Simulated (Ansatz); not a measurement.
**Run report: SiPH7O, geometry relaxation (part 1 of 2)**

SiPH7O, computed with RKS LDA/6-31G* (Ansatz 0.2.0).

The input holds or restrains some coordinates. It belongs to a series of runs on one base structure; here: pulled along the bonds that form and break, towards end B. Figures and captions count atoms from 1; the log counts them from 0 in places.

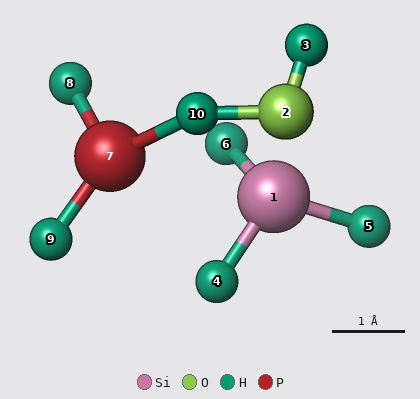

**Figure 1.** The starting structure (ball-and-stick view, seen at a tilt; atoms are numbered from 1 in the order of the input).

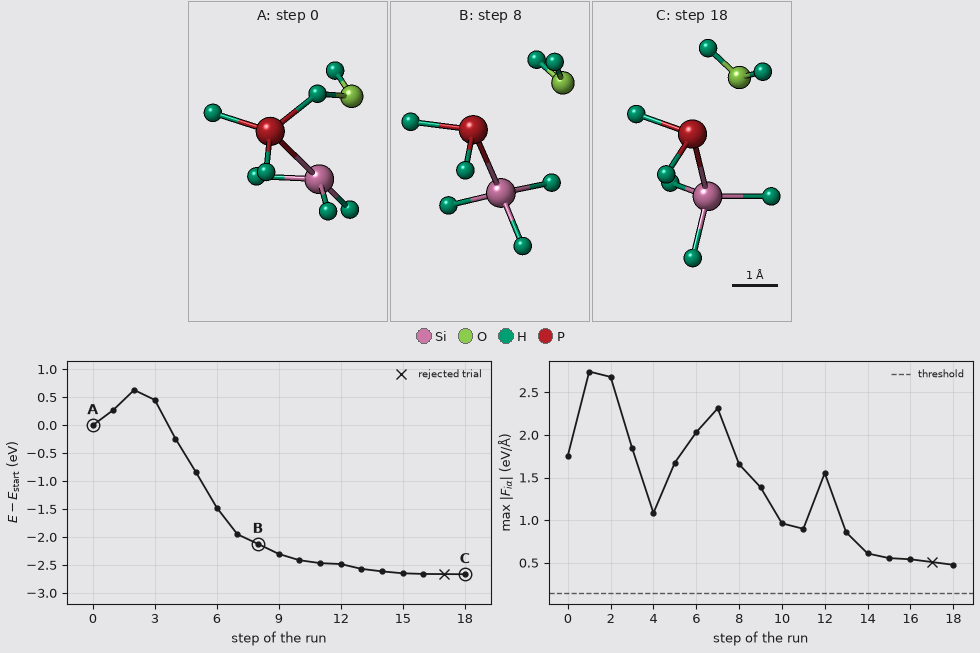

**Figure 2.** Frames of the restrained relaxation (ball-and-stick view, seen at a tilt) above the curves, on which the letters mark them (the first geometry is step 0 here and step 1 in the log).

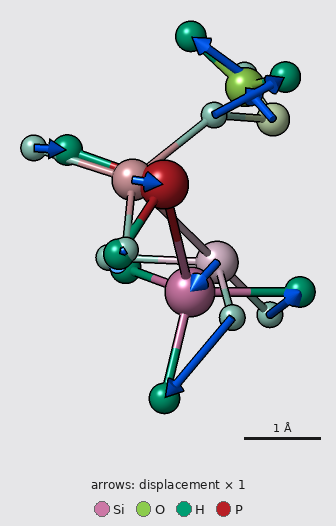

**Figure 3.** Start (faint) and end (solid) with the displacements as blue arrows, at true length (ball-and-stick view, seen at a tilt). The two geometries are laid on each other by the best rigid fit. After 18 geometry steps the energy has fallen by 2.664 eV. Largest force component: 1.8 eV/Å at the start, 0.48 eV/Å at the end. The line search rejected the trial step at point 17 (counted from 0) and went back. The largest move after the best rigid fit is that of H4, 1.45 Å. Largest moves by element: H 1.45 Å, O 0.74 Å, Si 0.66 Å, P 0.44 Å. Distances before and after: P7–H10 1.583 → 2.620 Å, Si1–P7 2.480 → 2.206 Å, O2–H10 1.231 → 0.993 Å, Si1–H4 1.460 → 1.508 Å. Bonds break: P7–H10 (1.58 → 2.62 Å). Among the angles that change: H5–Si1–P7 176.6° → 110.0°, H4–Si1–P7 67.2° → 109.9°, H6–Si1–P7 72.8° → 112.3°. (Atoms are counted from 1 in the order of the input.)

The input that produced these results follows, with the program's output.

**Input**
```yaml
crystal:
  periodic: [false, false, false]
  atoms:
    - { symbol: Si, position_ang: [0.0, 0.0, 0.0] }
    - { symbol: O, position_ang: [0.0, 0.0, 2.03] }
    - { symbol: H, position_ang: [-0.9095, -0.2814, 2.3671] }
    - { symbol: H, position_ang: [1.3768, 0.0, -0.4862] }
    - { symbol: H, position_ang: [-0.6877, 1.1914, -0.4862] }
    - { symbol: H, position_ang: [-0.6877, -1.1914, -0.4862] }
    - { symbol: P, position_ang: [1.2944, -1.9656, 0.782] }
    - { symbol: H, position_ang: [0.4981, -3.1353, 0.6631] }
    - { symbol: H, position_ang: [2.4646, -2.108, -0.0096] }
    - { symbol: H, position_ang: [0.6725, -1.0212, 1.8891] }
basis:
  gaussian: { orbitals: "6-31G*" }
hamiltonian:
  xc: lda
relax:
  f_tol: 0.15
  max_steps: 25
  restrain:
    - { distance: [0, 6], at: 2.18, k: 30.0 }
    - { distance: [9, 1], at: 1.01, k: 30.0 }
    - { distance: [0, 1], at: 2.88, k: 30.0 }
    - { distance: [9, 6], at: 2.62, k: 30.0 }
```

Launch command:
```bash
ansatz run input.yaml --threads 1 --pin off --max-ram 2048MiB --backend cpu --events-out ev --progress --plain --runs-dir out
```

**Log**
```
The last accepted step is kept in [file] (removed where the run ends without a failure and the disk answers)
Engine: ansatz 0.2.0, aarch64-unknown-linux-gnu
Functional definition: SPW92
  exchange = slater_x
  correlation = pw_c
875 factors; their error is unknown
mean field evaluation 1: about -19236.1978 eV, gradient 4.6e1 eV
mean field evaluation 2: about -19218.4162 eV, gradient 1.0e2 eV
mean field evaluation 4: about -19240.4923 eV, gradient 5.2e0 eV
mean field evaluation 8: about -19240.5809 eV, gradient 1.2e-1 eV
mean field evaluation 16: about -19240.5290 eV, gradient 4.6e-5 eV
mean field -19240.52895153 eV, -707.0763972697 hartree, gradient 4.6e-5 eV, S^2 0.000000; 0 other end points of the search recorded, 0 dependent functions left out
the calculation of the forces begins
reference -19240.52898468 eV, -707.0763984880 hartree; 22, 22 occupied and 45, 45 virtual orbitals, 875 factors
relax step   1: F+E_penalty+E_count = -19240.52895153 eV  Δ(F+E_penalty+E_count) = +0.000e0 eV  max|allowed force component| = 1.756e0 eV/Å  E_restraint = 29.06530069 eV  max|allowed force component, restraints' pulls added| = 2.453e1 eV/Å  Δτ_max = 0.0000 Å  (26 SCF iters, accepted)
  distance Si 0 - P 6 = 2.4800 Å
  distance H 9 - O 1 = 1.2308 Å
  distance Si 0 - O 1 = 2.0300 Å
  distance H 9 - P 6 = 1.5825 Å
these checks for a lower state are left out or cut short: starts, cluster_reference, orbital_swaps, neighbouring_geometries, increment
875 factors; their error is unknown
mean field -19240.25347872 eV, -707.0662738308 hartree, gradient 1.6e-5 eV, S^2 0.000000; 0 other end points of the search recorded, 0 dependent functions left out
[... from here on the field's lines of each further geometry are left out, up to the last ...]
relax step   2: F+E_penalty+E_count = -19240.25347872 eV  Δ(F+E_penalty+E_count) = +2.755e-1 eV  max|allowed force component| = 2.744e0 eV/Å  E_restraint = 14.34538744 eV  max|allowed force component, restraints' pulls added| = 1.619e1 eV/Å  Δτ_max = 0.1947 Å  (31 SCF iters, accepted)
relax step   3: F+E_penalty+E_count = -19239.89849070 eV  Δ(F+E_penalty+E_count) = +3.550e-1 eV  max|allowed force component| = 2.682e0 eV/Å  E_restraint = 5.15475098 eV  max|allowed force component, restraints' pulls added| = 9.626e0 eV/Å  Δτ_max = 0.1947 Å  (33 SCF iters, accepted)
relax step   4: F+E_penalty+E_count = -19240.07580581 eV  Δ(F+E_penalty+E_count) = -1.773e-1 eV  max|allowed force component| = 1.849e0 eV/Å  E_restraint = 0.65670008 eV  max|allowed force component, restraints' pulls added| = 3.399e0 eV/Å  Δτ_max = 0.1946 Å  (30 SCF iters, accepted)
relax step   5: F+E_penalty+E_count = -19240.76918180 eV  Δ(F+E_penalty+E_count) = -6.934e-1 eV  max|allowed force component| = 1.085e0 eV/Å  E_restraint = 0.01011370 eV  max|allowed force component, restraints' pulls added| = 8.672e-1 eV/Å  Δτ_max = 0.1946 Å  (26 SCF iters, accepted)
relax step   6: F+E_penalty+E_count = -19241.37374272 eV  Δ(F+E_penalty+E_count) = -6.046e-1 eV  max|allowed force component| = 1.676e0 eV/Å  E_restraint = 0.00944409 eV  max|allowed force component, restraints' pulls added| = 1.256e0 eV/Å  Δτ_max = 0.1999 Å  (30 SCF iters, accepted)
relax step   7: F+E_penalty+E_count = -19242.00268052 eV  Δ(F+E_penalty+E_count) = -6.289e-1 eV  max|allowed force component| = 2.032e0 eV/Å  E_restraint = 0.03556769 eV  max|allowed force component, restraints' pulls added| = 1.992e0 eV/Å  Δτ_max = 0.1953 Å  (30 SCF iters, accepted)
relax step   8: F+E_penalty+E_count = -19242.47899090 eV  Δ(F+E_penalty+E_count) = -4.763e-1 eV  max|allowed force component| = 2.312e0 eV/Å  E_restraint = 0.08232294 eV  max|allowed force component, restraints' pulls added| = 2.657e0 eV/Å  Δτ_max = 0.1950 Å  (30 SCF iters, accepted)
relax step   9: F+E_penalty+E_count = -19242.65140833 eV  Δ(F+E_penalty+E_count) = -1.724e-1 eV  max|allowed force component| = 1.657e0 eV/Å  E_restraint = 0.05242743 eV  max|allowed force component, restraints' pulls added| = 1.827e0 eV/Å  Δτ_max = 0.1069 Å  (26 SCF iters, accepted)
relax step  10: F+E_penalty+E_count = -19242.82995792 eV  Δ(F+E_penalty+E_count) = -1.785e-1 eV  max|allowed force component| = 1.387e0 eV/Å  E_restraint = 0.02972038 eV  max|allowed force component, restraints' pulls added| = 1.447e0 eV/Å  Δτ_max = 0.2000 Å  (25 SCF iters, accepted)
relax step  11: F+E_penalty+E_count = -19242.94187363 eV  Δ(F+E_penalty+E_count) = -1.119e-1 eV  max|allowed force component| = 9.633e-1 eV/Å  E_restraint = 0.01632106 eV  max|allowed force component, restraints' pulls added| = 7.387e-1 eV/Å  Δτ_max = 0.1938 Å  (26 SCF iters, accepted)
relax step  12: F+E_penalty+E_count = -19242.99427613 eV  Δ(F+E_penalty+E_count) = -5.240e-2 eV  max|allowed force component| = 8.993e-1 eV/Å  E_restraint = 0.01414821 eV  max|allowed force component, restraints' pulls added| = 5.935e-1 eV/Å  Δτ_max = 0.1994 Å  (25 SCF iters, accepted)
relax step  13: F+E_penalty+E_count = -19243.01026429 eV  Δ(F+E_penalty+E_count) = -1.599e-2 eV  max|allowed force component| = 1.553e0 eV/Å  E_restraint = 0.01419057 eV  max|allowed force component, restraints' pulls added| = 2.044e0 eV/Å  Δτ_max = 0.1963 Å  (26 SCF iters, accepted)
relax step  14: F+E_penalty+E_count = -19243.09693892 eV  Δ(F+E_penalty+E_count) = -8.667e-2 eV  max|allowed force component| = 8.583e-1 eV/Å  E_restraint = 0.00866793 eV  max|allowed force component, restraints' pulls added| = 7.630e-1 eV/Å  Δτ_max = 0.2000 Å  (25 SCF iters, accepted)
relax step  15: F+E_penalty+E_count = -19243.14168112 eV  Δ(F+E_penalty+E_count) = -4.474e-2 eV  max|allowed force component| = 6.102e-1 eV/Å  E_restraint = 0.01437460 eV  max|allowed force component, restraints' pulls added| = 5.944e-1 eV/Å  Δτ_max = 0.1957 Å  (26 SCF iters, accepted)
relax step  16: F+E_penalty+E_count = -19243.17581421 eV  Δ(F+E_penalty+E_count) = -3.413e-2 eV  max|allowed force component| = 5.555e-1 eV/Å  E_restraint = 0.01290647 eV  max|allowed force component, restraints' pulls added| = 1.724e-1 eV/Å  Δτ_max = 0.1999 Å  (26 SCF iters, accepted)
relax step  17: F+E_penalty+E_count = -19243.18742712 eV  Δ(F+E_penalty+E_count) = -1.161e-2 eV  max|allowed force component| = 5.418e-1 eV/Å  E_restraint = 0.01383233 eV  max|allowed force component, restraints' pulls added| = 2.520e-1 eV/Å  Δτ_max = 0.2000 Å  (26 SCF iters, accepted)
relax step  18: F+E_penalty+E_count = -19243.18336197 eV  Δ(F+E_penalty+E_count) = +4.065e-3 eV  max|allowed force component| = 5.050e-1 eV/Å  E_restraint = 0.01337582 eV  max|allowed force component, restraints' pulls added| = 1.424e-1 eV/Å  Δτ_max = 0.1133 Å  (25 SCF iters, rejected (line search))
the calculation of the forces begins
reference -19243.19283789 eV, -707.1742932877 hartree; 22, 22 occupied and 45, 45 virtual orbitals, 875 factors
relax step  19: F+E_penalty+E_count = -19243.19280565 eV  Δ(F+E_penalty+E_count) = -5.379e-3 eV  max|allowed force component| = 4.770e-1 eV/Å  E_restraint = 0.01422418 eV  max|allowed force component, restraints' pulls added| = 9.007e-3 eV/Å  Δτ_max = 0.0462 Å  (25 SCF iters, accepted)
  distance Si 0 - P 6 = 2.2058 Å
  distance H 9 - O 1 = 0.9933 Å
  distance Si 0 - O 1 = 2.8778 Å
  distance H 9 - P 6 = 2.6197 Å
875 factors; their error is unknown
mean field evaluation 160: about -19243.1928 eV, gradient 2.5e-2 eV
mean field -19243.19280565 eV, -707.1742921030 hartree, gradient 1.5e-5 eV, S^2 0.000000; 1 other end points of the search recorded, 0 dependent functions left out
the calculation of the forces begins
reference -19243.19283789 eV, -707.1742932877 hartree; 22, 22 occupied and 45, 45 virtual orbitals, 875 factors
Total energy: -19243.19283789 eV, -707.1742932877 hartree
Atom 0 at     0.408149    -0.302908    -0.442743 Å, force    -0.397303     0.470389    -0.402905 eV/Å
Atom 1 at    -0.654727    -0.298654     2.231614 Å, force     0.477027     0.060752     0.151572 eV/Å
Atom 2 at    -0.954187    -1.166480     2.572901 Å, force     0.000462     0.005516    -0.004246 eV/Å
Atom 3 at     1.050871    -0.300371    -1.807068 Å, force    -0.005503     0.000388    -0.000892 eV/Å
Atom 4 at     0.489953     1.098961     0.078630 Å, force     0.003385    -0.001310    -0.000295 eV/Å
Atom 5 at    -1.024771    -0.701515    -0.617280 Å, force    -0.001051    -0.001911     0.002477 eV/Å
Atom 6 at     1.499542    -1.671333     0.899501 Å, force     0.375782    -0.467244     0.470407 eV/Å
Atom 7 at     0.563182    -2.751542     0.766295 Å, force     0.001339     0.000750    -0.002054 eV/Å
Atom 8 at     2.404368    -2.233646    -0.068050 Å, force    -0.000798     0.002110     0.000349 eV/Å
Atom 9 at     0.239119    -0.184013     2.649299 Å, force    -0.453340    -0.069440    -0.214413 eV/Å
Dipole moment:    -0.009472    -0.296485     0.240924 e Å
```

**Trajectory as extended XYZ (Å, eV, eV/Å), 19 frames, from step=1 to step=19**
```
10
Properties=species:S:1:pos:R:3:forces:R:3 step=1 energy=-19240.52895
Si    0.0000    0.0000    0.0000    0.7495  -1.5580   1.2358
O     0.0000    0.0000    2.0300   -1.5254   0.3671  -1.4486
H    -0.9095   -0.2814    2.3671    0.8502   0.4347  -0.3446
H     1.3768    0.0000   -0.4862    0.4520   1.2023  -0.7135
H    -0.6877    1.1914   -0.4862   -0.6703   1.2252   0.6251
H    -0.6877   -1.1914   -0.4862   -1.1019   0.0767  -0.7121
P     1.2944   -1.9656    0.7820    0.5667  -1.7560   0.6145
H     0.4981   -3.1353    0.6631    0.3357  -0.2596  -0.1414
H     2.4646   -2.1080   -0.0096   -0.0386  -0.1911   0.1312
H     0.6725   -1.0212    1.8891    0.3822   0.4587   0.7535
10
Properties=species:S:1:pos:R:3:forces:R:3 step=2 energy=-19240.25348
Si    0.0410   -0.0638   -0.1064    0.2739  -0.5265   1.4538
O    -0.0020    0.0124    2.1659    0.1584  -0.3930  -1.7928
H    -0.9191   -0.2818    2.3737    0.0114  -0.0339   0.1553
H     1.3965    0.0120   -0.5023    1.3752   1.2415  -1.3147
H    -0.6894    1.1952   -0.4779   -0.2572   0.5105   0.9149
H    -0.7053   -1.2029   -0.5017   -1.6048  -0.5774  -1.1627
P     1.3125   -2.0123    0.6482   -1.2641   0.5281   2.7444
H     0.4983   -3.1484    0.6573    0.1924  -0.8327  -0.3964
H     2.4841   -2.1157   -0.0244    1.2437  -0.5767  -0.9157
H     0.6047   -0.9061    2.0308   -0.1289   0.6600   0.3140
10
Properties=species:S:1:pos:R:3:forces:R:3 step=3 energy=-19239.89849
Si    0.0864   -0.1346   -0.2190   -0.2902   0.3249   1.5641
O     0.0002    0.0237    2.2989   -0.6139   0.8933  -1.0814
H    -0.9267   -0.2863    2.3794   -0.1029  -0.0706   0.2336
H     1.4259    0.0288   -0.5272    2.1728   1.3425  -1.6554
H    -0.6873    1.1927   -0.4618    0.1834  -0.1956   0.9559
H    -0.7321   -1.2186   -0.5231   -2.0861  -1.0588  -1.3995
P     1.3057   -2.0295    0.5290   -2.0260   1.0813   2.6816
H     0.5005   -3.1629    0.6498    0.2242  -0.9089  -0.3082
H     2.5083   -2.1260   -0.0429    1.8561  -0.6732  -1.0098
H     0.5405   -0.7988    2.1800    0.6825  -0.7350   0.0192
```
